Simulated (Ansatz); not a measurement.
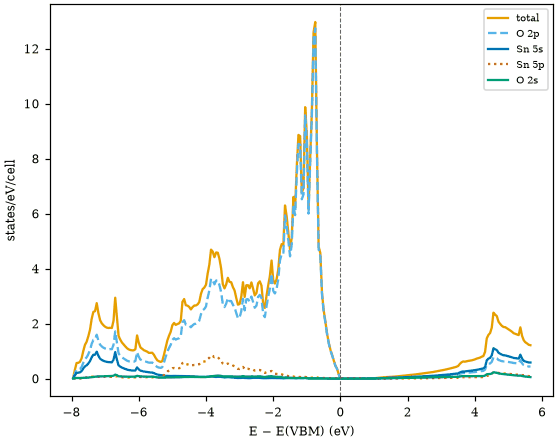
Total and projected density of states of SnO$_{2}$ (rutile, P4_2/mnm), PBE (plane waves, PAW; program Ansatz)

### Question
Which orbitals carry the states next to the gap?

### Answer
Top 1 eV of the valence band: O 2p 98 %. Bottom 1 eV of the conduction band: Sn 5s 52 %, O 2s 23 %, O 2p 20 %. Projections are on Löwdin-orthogonalised atomic valence shells; empty p or d shells of many metals are not among them.

### Question
Where is the tallest occupied peak in this window, and what makes it?

### Answer
Near -0.8 eV, about 13 states/eV per cell; the largest projected share is O 2p.

The cell was relaxed with PBE under the symmetry of its start. Spin–orbit coupling is left out wherever it is not named.

Potentials: the earlier of the program's two PAW sets.
